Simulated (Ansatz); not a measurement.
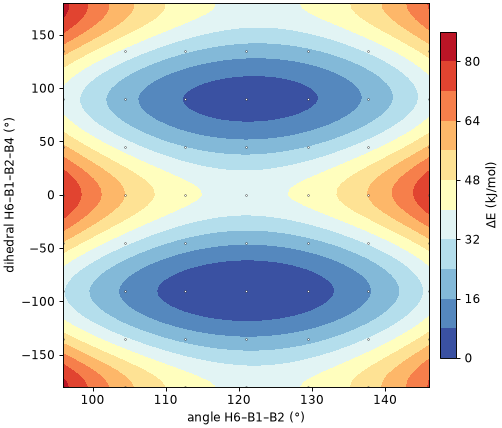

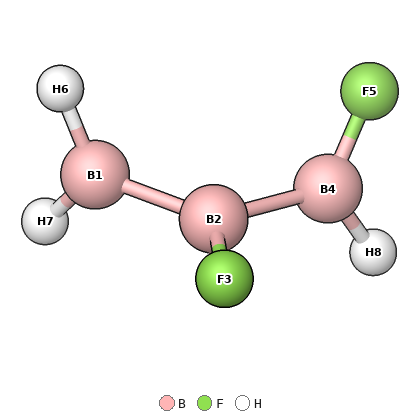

Energy landscape of B3F2H3, SMILES BB(F)BF. 
- First axis: angle H6–B1–B2. Second axis: dihedral H6–B1–B2–B4.
- Nothing is relaxed (all other coordinates rigid).
- Grid: 7 × 8 points.
- All energies are given in kJ/mol relative to the lowest grid point.
- Theory: RKS PBE0-D4/def2-SVP in Ansatz 0.2.0.

The picture shows filled contours, dots at the grid points. Between grid points the surface is interpolated. The second picture is the structure at the lowest point.

**Describe this landscape.**

The lowest grid point is at angle H6–B1–B2 = 121.0°, dihedral H6–B1–B2–B4 = −90°. A higher local minimum lies near angle H6–B1–B2 = 121.0°, dihedral H6–B1–B2–B4 = 90° (3.3 kJ/mol above the lowest at that grid point). The highest grid point, angle H6–B1–B2 = 96.0°, dihedral H6–B1–B2–B4 = −180°, lies 82.2 kJ/mol above the lowest. On the interpolated surface the easiest way out of the lowest well to the well at angle H6–B1–B2 = 121.0°, dihedral H6–B1–B2–B4 = 90° passes a barrier of about 38 kJ/mol. Round the minimum the two coordinates are nearly uncoupled.

Grid values (kJ/mol):

| dihedral H6–B1–B2–B4 ↓, angle H6–B1–B2 → | 96.0 | 104.4 | 112.7 | 121.0 | 129.4 | 137.7 | 146.0 |
| --- | --- | --- | --- | --- | --- | --- | --- |
| 135 | 59.0 | 38.1 | 25.1 | 19.7 | 22.4 | 33.1 | 51.7 |
| 90 | 37.6 | 19.0 | 7.5 | 3.3 | 6.6 | 17.4 | 35.8 |
| 45 | 57.1 | 36.1 | 23.6 | 19.5 | 23.8 | 36.2 | 56.6 |
| 0 | 80.1 | 55.9 | 42.0 | 37.6 | 42.5 | 56.2 | 78.4 |
| −45 | 55.1 | 33.8 | 21.1 | 16.8 | 20.8 | 32.9 | 52.9 |
| −90 | 32.2 | 14.5 | 3.7 | 0.0 | 3.8 | 15.1 | 34.0 |
| −135 | 52.2 | 32.9 | 21.1 | 16.8 | 20.5 | 32.1 | 51.8 |
| −180 | 82.2 | 58.6 | 43.9 | 38.0 | 40.8 | 52.3 | 72.5 |

Time for the 56 points that were run: 17 min on 1 thread of Intel(R) Xeon(R) Processor @ 2.50GHz (Skylake/Cascade Lake), on a shared host.
